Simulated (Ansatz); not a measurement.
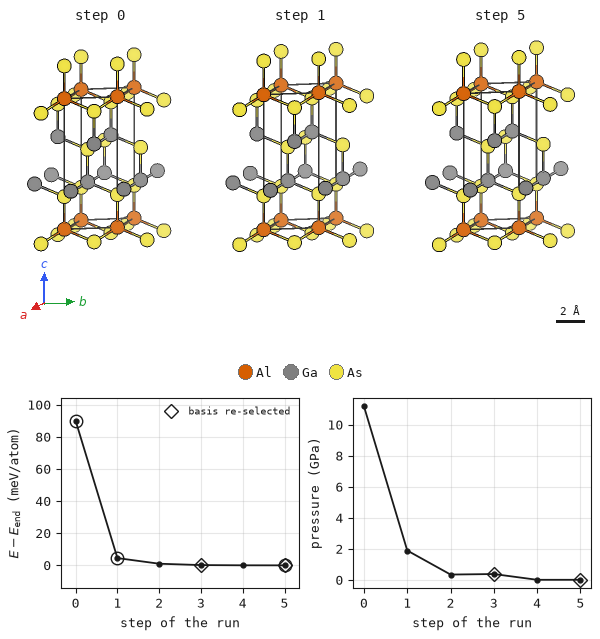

Frames of a relaxation of crystalline AlGa2As3 (a generated structure, set up in P3m1) (coarse preliminary run), marked on the history of the run. Style: ball-and-stick. Shown: the cell of the calculation, slightly off an axis.

Method: Ansatz, DFT PBE, scalar-relativistic, plane waves, PAW.

Input file:
```yaml
crystal:
  lattice:
    - [3.8843796, 0.0, 0.0]
    - [-1.9421898, 3.36397141, 0.0]
    - [0.0, 0.0, 9.51474799]
  atoms:
    - { symbol: Al, position: [0.0, 0.0, 0.0] }
    - { symbol: Ga, position: [0.33333333, 0.66666667, 0.66666667] }
    - { symbol: Ga, position: [0.66666667, 0.33333333, 0.33333333] }
    - { symbol: As, position: [0.33333333, 0.66666667, 0.91666667] }
    - { symbol: As, position: [0.66666667, 0.33333333, 0.58333333] }
    - { symbol: As, position: [0.0, 0.0, 0.25] }
basis:
  ecutwfc: 420
kpoints:
  mp_grid: { grid: [6, 6, 2] }
hamiltonian:
  xc: pbe
scf:
  occupations: { method: gaussian, width: 0.1 }
  lower_state_search: "off"
output:
  forces: true
  stress: true
  eigenvalues: true
relax:
  adjacent_minimum: "off"
  f_tol: 0.04
  max_steps: 70
  cell: { stress_tol: 0.4 }
```

Launched with:
```bash
ansatz run input.yaml --threads 1 --pin off --max-ram 2560MiB --backend cpu --events-out ev --progress --plain --runs-dir out
```

Describe the path.

After 3 accepted moves (5 points after the start) the energy has fallen by 90.0 meV per atom. The largest force component goes from 0.11 to 0.0065 eV/Å. The pressure goes from 11.18 to 0.02 GPa. The SCF was repeated twice at an unchanged geometry on a basis and grid sized afresh for the cell, which shifted the energy by 0.8 meV per atom at most. As4 moves most relative to the cell: 0.011 Å along +c. Largest moves by element: As 0.011 Å, Al 0.006 Å, Ga 0.001 Å. The drawn cell changes as follows: a = b 3.884 → 4.061 Å (+4.6 %), c 9.515 → 9.921 Å (+4.3 %); the volume changes by +14.0 %. Among the contacts that change: Ga2–As4 2.379 → 2.491 Å, Ga3–As5 2.379 → 2.482 Å, Al1–As4 2.379 → 2.480 Å. The space group stays P3m1 (No. 156). From step 0 to 1: volume +10.8 %, energy −85.5 meV per atom. From step 1 to 5: volume +2.9 %, energy −4.5 meV per atom.

```tsv
step	E − E(0), meV/atom	largest force component, eV/Å	pressure, GPa	volume, Å³/atom	note
0	0.00	0.1109	11.18	20.721	
1	-85.50	0.0201	1.90	22.962	
2	-89.01	0.0075	0.35	23.483	
3	-89.85	0.0077	0.39	23.483	same geometry, new basis
4	-90.00	0.0065	0.02	23.618	
5	-90.02	0.0065	0.02	23.618	same geometry, new basis
```
